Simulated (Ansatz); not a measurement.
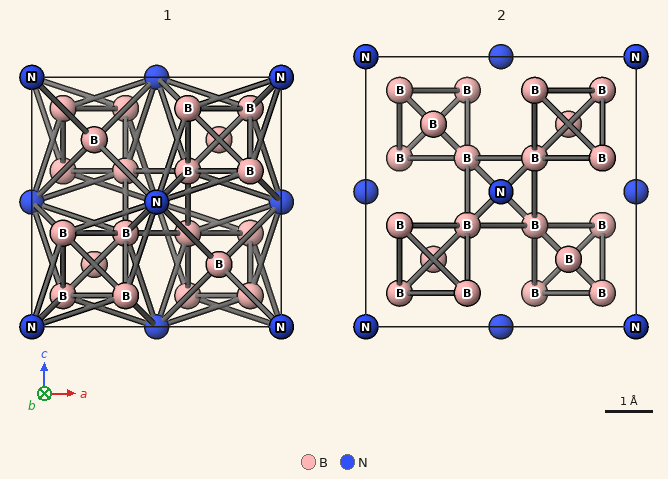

Two geometries of solid B5N (a generated structure, set up in F-43m) (coarse preliminary run), drawn at one scale. One is the start of a relaxation, the other its converged end. The picture is a ball-and-stick view of the conventional cell (4 times the calculation's cell), seen along the b axis. Lengths and directions refer to the drawn axes.

Computed with DFT PBE, scalar-relativistic, plane waves, PAW (Ansatz 0.2.0). (plane-wave cutoff 420 eV; k-point mesh 6 × 6 × 6; occupations gaussian; smearing width 0.1 eV; no spin polarisation; cell and atoms relaxed; force threshold 0.04 eV/Å; at most 70 steps)

### Which one is relaxed?

Structure 1 is the relaxed one. Over 5 accepted moves (7 points after the start) the energy falls by 211 meV per atom. Largest force component: 0.02 eV/Å at the start, under 0.0001 eV/Å at the end. The pressure goes from −31.17 to 0.00 GPa. At 2 points the geometry stayed and the basis and grid were re-selected for the new cell (energy shift of 1.8 meV per atom at most each time). No atom moves by more than 0.005 Å relative to the cell. Cell: a = b = c 5.815 → 5.370 Å (−7.7 %). Volume −21.3 %. Near-neighbour distances that change, for instance: B–N 2.518 → 2.325 Å, B–N 2.411 → 2.227 Å, B–B 2.060 → 1.902 Å. The space group stays F-43m (No. 216). The run took 12 s on 1 thread of Arm Neoverse V1 (shared host), peak memory 0.3 GiB.
